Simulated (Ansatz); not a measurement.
# SiH4 (SMILES [H][Si]([H])([H])[H]): levels of theory compared

Aim: a comparison of 6 runs (B3LYP/3-21G, HSE06/3-21G, UB3LYP/3-21G, wB97M-V/3-21G, wB97X/3-21G, FCI/3-21G) of SiH4. 

Program for the calculation: Ansatz 0.2.0.

51 further runs of the same task are left out: 51 set aside as unsound or not needed.

### 1 Starting point

SiH4: 5 atoms, total charge 0, spin state singlet. As SMILES, `[H][Si]([H])([H])[H]`. The H4–Si1 distance was set to 2.922 Å, away from the relaxed value. At this shape a bond of the SMILES string is far longer than usual.

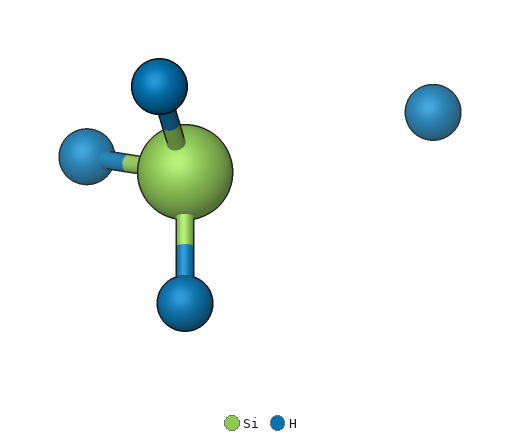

The structure, seen from a chosen angle (silicon green, hydrogen blue).

### 2 A single-point energy at B3LYP/3-21G (run 1)

Contents of run.yaml:

```yaml
crystal:
  periodic: [false, false, false]
  atoms:
    - {symbol: Si, position_ang: [0.696716, -1.196807, 0.465911]}
    - {symbol: H, position_ang: [0.707956, -1.216197, 1.926701]}
    - {symbol: H, position_ang: [2.070106, -1.185507, -0.031939]}
    - {symbol: H, position_ang: [-0.696580, 1.196700, -0.465720]}
    - {symbol: H, position_ang: [0.008426, -2.385257, -0.031669]}
basis:
  gaussian: {orbitals: 3-21G.json}
hamiltonian: {xc: {name: B3LYP}}
accuracy: high
```

The basis set 3-21G is read from a file made from the Basis Set Exchange's data (not shown).

Started as:

```console
$ ansatz run run.yaml --threads 1 --pin off --max-ram 2610MiB --events-out events.jsonl --progress --plain --runs-dir runs
```

Output:

```text
Warning: RAYON_NUM_THREADS=1 ignored (pool sized by the plan → 1); use --threads N
Functional definition: B3LYP
  name "B3LYP"
  parameter a0 = 0.2
  parameter ax = 0.72
  parameter ac = 0.81
  exchange = (1 - a0 - ax)*slater_x + ax*b88_x + a0*exact_x
  correlation = (1 - ac)*vwn_rpa_c + ac*lyp_c
418 factors; integrals over basis functions are off by at most 4.2e-9 eV
mean field evaluation 1: about -7896.8612 eV, gradient 5.4e0 eV
mean field evaluation 2: about -7896.7354 eV, gradient 6.1e0 eV
mean field evaluation 4: about -7896.9796 eV, gradient 2.4e-1 eV
mean field evaluation 8: about -7896.9672 eV, gradient 1.2e-2 eV
mean field evaluation 16: about -7896.9672 eV, gradient 9.6e-9 eV
mean field -7896.96715097 eV, -290.2081900414 hartree, gradient 9.5e-9 eV, S^2 0.000000; 0 other end points of the search recorded, 0 dependent functions left out
reference -7896.96718374 eV, -290.2081912459 hartree; 9, 9 occupied and 12, 12 virtual orbitals, 418 factors
Total energy: -7896.96718374 eV, -290.2081912459 hartree
```

Wall time 0.58 s (1 thread of Intel Xeon Platinum 8488C (Sapphire Rapids), shared host).

### 3 The energy at HSE06/3-21G (run 2)

Contents of job.yaml:

```yaml
basis:
  gaussian: {orbitals: 3-21G.json}
crystal:
  periodic: [false, false, false]
  atoms:
    - symbol: Si
      position_ang: [0.696716, -1.196807, 0.465911]
    - symbol: H
      position_ang: [0.707956, -1.216197, 1.926701]
    - symbol: H
      position_ang: [2.070106, -1.185507, -0.031939]
    - symbol: H
      position_ang: [-0.696580, 1.196700, -0.465720]
    - symbol: H
      position_ang: [0.008426, -2.385257, -0.031669]
total_charge: 0
hamiltonian: {xc: {name: HSE06}}
accuracy: high
```

The basis set 3-21G is read from a file made from the Basis Set Exchange's data (not shown).

Started as:

```console
$ ansatz run job.yaml --threads 1 --pin off --max-ram 2610MiB --events-out events.jsonl --progress --plain --runs-dir runs
```

Output:

```text
Warning: RAYON_NUM_THREADS=1 ignored (pool sized by the plan → 1); use --threads N
Functional definition: HSE06
  name "HSE06"
  parameter a = 0.25
  parameter omega = 0.11/bohr
  exchange = pbe_x - a*pbe_x_sr(omega) + a*exact_x_sr(omega)
  correlation = pbe_c
418 factors; integrals over basis functions are off by at most 4.2e-9 eV
77 factors; integrals over basis functions are off by at most 5.3e-10 eV
mean field evaluation 1: about -7892.3723 eV, gradient 4.1e0 eV
mean field evaluation 2: about -7892.3669 eV, gradient 3.2e0 eV
mean field evaluation 4: about -7892.4418 eV, gradient 1.9e-1 eV
mean field evaluation 8: about -7892.4321 eV, gradient 7.0e-3 eV
mean field evaluation 16: about -7892.4321 eV, gradient 1.3e-8 eV
mean field -7892.43209942 eV, -290.0415299711 hartree, gradient 1.2e-8 eV, S^2 0.000000; 0 other end points of the search recorded, 0 dependent functions left out
reference -7892.43210201 eV, -290.0415300662 hartree; 9, 9 occupied and 12, 12 virtual orbitals, 418 factors
Total energy: -7892.43210201 eV, -290.0415300662 hartree
```

Run time: 0.64 s. Hardware: 1 thread of Intel Xeon Platinum 8488C (Sapphire Rapids), shared host.

Runs 3 to 5 aren't shown in full; the table further down has their settings and results.

### 4 The energy at FCI/3-21G (run 6)

Contents of job.yaml:

```yaml
crystal:
  periodic: [false, false, false]
  atoms:
    - {symbol: Si, position_ang: [0.696716, -1.196807, 0.465911]}
    - {symbol: H, position_ang: [0.707956, -1.216197, 1.926701]}
    - {symbol: H, position_ang: [2.070106, -1.185507, -0.031939]}
    - {symbol: H, position_ang: [-0.696580, 1.196700, -0.465720]}
    - {symbol: H, position_ang: [0.008426, -2.385257, -0.031669]}
basis:
  gaussian:
    orbitals: 3-21G.json
correlation:
  method: fci
  frozen_orbitals: {H: 0, Si: 5}
accuracy: high
```

The basis set 3-21G is read from a file made from the Basis Set Exchange's data (not shown).

Started as:

```console
$ ansatz run job.yaml --threads 1 --pin off --max-ram 2610MiB --events-out events.jsonl --progress --plain --runs-dir runs
```

Output (excerpt; [...] marks lines left out):

```text
Warning: RAYON_NUM_THREADS=1 ignored (pool sized by the plan → 1); use --threads N
Functional definition: HF
  name "HF"
[...]
418 factors; integrals over basis functions are off by at most 4.2e-9 eV
[...]
mean field -7878.37124105 eV, -289.5248029567 hartree, gradient 1.2e-8 eV, S^2 0.000000; 0 other end points of the search recorded, 0 dependent functions left out; unrestricted orbitals would lower it
[...]
unrestricted determinant -7879.90792935 eV, -289.5812752100 hartree, S^2 0.8788
5 core orbitals not correlated: weight in the atoms' cores, before any rotation towards them, 1.000 or more for the frozen orbitals, at most 0.000 for the correlated occupied ones
reference -7878.37124105 eV, -289.5248029567 hartree; 4, 4 occupied and 12, 12 virtual orbitals, 418 factors
state -7882.18713706 eV, -289.6650345488 hartree
Total energy: -7882.18713706 eV, -289.6650345488 hartree
```

Wall time 8.7 s (1 thread of Intel Xeon Platinum 8488C (Sapphire Rapids), shared host); peak memory 0.33 GiB.

### 5 The series

| run | level | frozen core orbitals | energy (Eh) | wall time |
| --- | --- | --- | --- | --- |
| 1 | B3LYP/3-21G | – | -290.208191 | 0.58 s |
| 2 | HSE06/3-21G | – | -290.041530 | 0.64 s |
| 3 | UB3LYP/3-21G | – | -290.216834 | 2.2 s |
| 4 | wB97M-V/3-21G | – | -290.130817 | 5.4 s |
| 5 | wB97X/3-21G | – | -290.156479 | 2.4 s |
| 6 | FCI/3-21G | 5 | -289.665035 | 8.7 s |

### 6 Results

| quantity | value |
| --- | --- |
| run 6: total energy | -289.66503 Eh |
| run 6: correlation energy (5 core orbitals frozen) | -140.2 mEh |

What this shows: Totals of different functionals can't be ranked against each other. In runs 1, 2, 4, 5 a closed-shell determinant meets a far-stretched bond, which it describes badly. Spin contamination of the reference: run 3 ⟨S²⟩ = 0.58. All runs together took 20 s, the longest 8.7 s.
